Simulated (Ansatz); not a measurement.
# AgCl: pressure series

The parent structure is AgCl in the CsCl type structure (space group Pm-3m, No. 221; a = 3.331 Å; a model cell, its experimental status unchecked).

Cell and atoms are relaxed at each pressure.

Calculations: Ansatz (a program for electronic structure), PBEsol, PAW, cutoff 420 eV, no SOC.

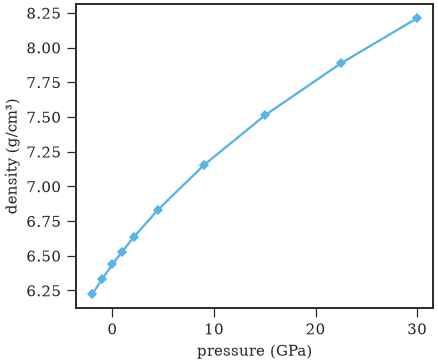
Density against pressure

### Question
From the plot, what is the density for pressure 15 GPa?

### Answer
About 7.5 g/cm³.

### Question
Is the trend monotonic over the range shown?

### Answer
Yes, it rises throughout, spanning 6.22 g/cm³ to 8.21 g/cm³.

Load acts through the strain it causes; cell and atoms are relaxed under it. Stability against distortions was not tested. No other phases were tried under pressure. This is not the structure that AgCl has at room temperature and ambient pressure.
